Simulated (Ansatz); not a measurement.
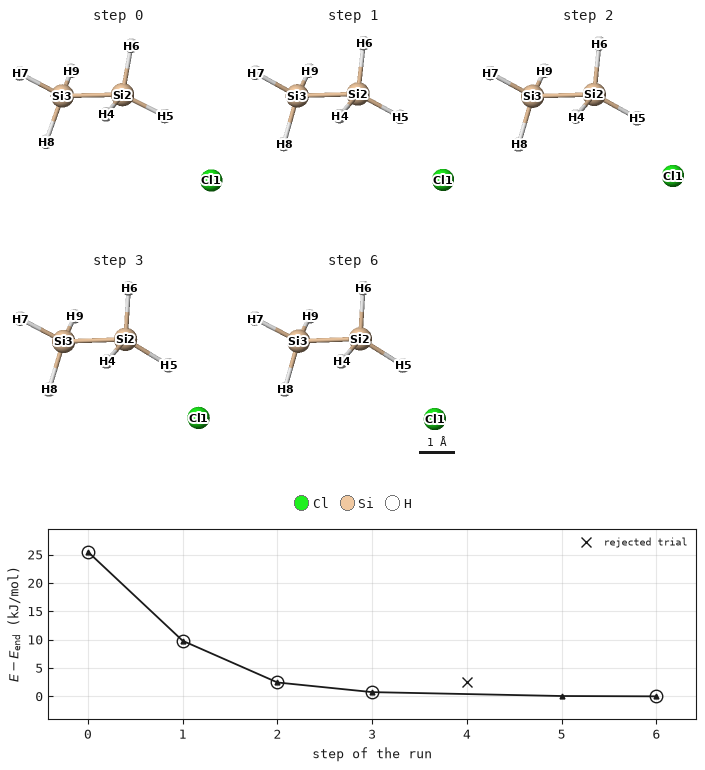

Frames of a relaxation of Si2H6Cl (charge −1), marked on the history of the run. The picture is a ball-and-stick view, seen from a free direction.

The run prepares the start of a later molecular dynamics calculation, from a guessed geometry.

Method: RKS PBE0/def2-SVP in Ansatz.

Input file:
```yaml
crystal:
  periodic: [false, false, false]
  atoms:
    - { symbol: Cl, position_ang: [-0.0053, -0.0088, -3.8704] }
    - { symbol: Si, position_ang: [-0.6944, 0.7335, -0.1483] }
    - { symbol: Si, position_ang: [0.6805, -0.7217, 0.9826] }
    - { symbol: H, position_ang: [-0.224, 2.1095, 0.1134] }
    - { symbol: H, position_ang: [-0.8547, 0.4808, -1.5562] }
    - { symbol: H, position_ang: [-2.015, 0.7185, 0.5233] }
    - { symbol: H, position_ang: [0.8127, -0.4185, 2.4243] }
    - { symbol: H, position_ang: [2.0746, -0.7744, 0.5331] }
    - { symbol: H, position_ang: [0.2258, -2.1189, 0.9983] }
total_charge: -1
basis:
  gaussian: { orbitals: def2-SVP }
hamiltonian:
  xc: pbe0
relax:
  f_tol: 0.02
  max_steps: 40
scf:
  lower_state_search: "off"
output:
  orbitals: {}
```

Command:
```bash
ansatz run input.yaml --threads 2 --pin off --max-ram 3072MiB --backend cpu --events-out ev --progress --plain --runs-dir out
```

Q: What happens along the run?

A: Over 5 accepted moves (6 points after the start) the energy falls by 25.5 kJ/mol. Largest force component: 1.5 eV/Å at the start, 0.014 eV/Å at the end. The line search rejected the trial step at point 4 of the run. Cl1 moves most after the best rigid fit: 0.38 Å. By element the largest moves are Cl 0.38 Å, H 0.21 Å, Si 0.09 Å. Among the contacts that change: Cl1–H5 2.513 → 1.984 Å, Si2–H5 1.439 → 1.573 Å, Si2–Si3 2.299 → 2.347 Å, Si3–H8 1.466 → 1.500 Å. Among the angles between lasting bonds that change: H5–Si2–H6 110.0° → 121.6°, Si3–Si2–H5 115.9° → 109.6°, Si3–Si2–H6 107.7° → 103.2°. From step 0 to 1: H6 moves most (0.11 Å), energy −15.7 kJ/mol. From step 1 to 2: Cl1 moves most (0.19 Å), energy −7.36 kJ/mol. From step 2 to 3: Cl1 moves most (0.16 Å), energy −1.70 kJ/mol. From step 3 to 6: Cl1 moves most (0.05 Å), energy −0.75 kJ/mol.

Limits of the set-up: the start holds two separate molecules, 2.5 Å apart at their closest, whose relative position is a soft coordinate and is computed without a dispersion correction; the basis has no diffuse functions, which an anion needs.
